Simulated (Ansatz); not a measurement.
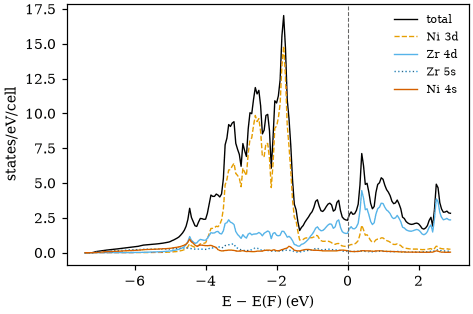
Figure. Total and projected density of states of ZrNi in space group Cmcm (No. 63; Zr on 4c, Ni on 4c), the program Ansatz at the PBEsol level (PAW)

Which orbitals carry the states next to the Fermi level?

Within 0.5 eV of the Fermi level: Zr 4d 61 %, Ni 3d 22 %, outside the projected shells 8 %. Projections are on Löwdin-orthogonalised atomic valence shells; empty p or d shells of many metals are not among them.

Where is the tallest occupied peak in this window, and what makes it?

Near -1.8 eV, about 17 states/eV per cell; the largest projected share is Ni 3d.

The workflow started from a Materials Project entry (that database holds measured and hypothetical structures alike); the Crystallography Open Database files this formula in space group No. 63, but the cells were not matched. Whether it is the stable phase at ambient conditions was not checked. Symmetry was held in the PBEsol relaxation; its stability against distortions is not shown here. No spin polarisation was allowed. Spin–orbit coupling is left out wherever it is not named.

Potentials: the later of the program's two PAW sets.
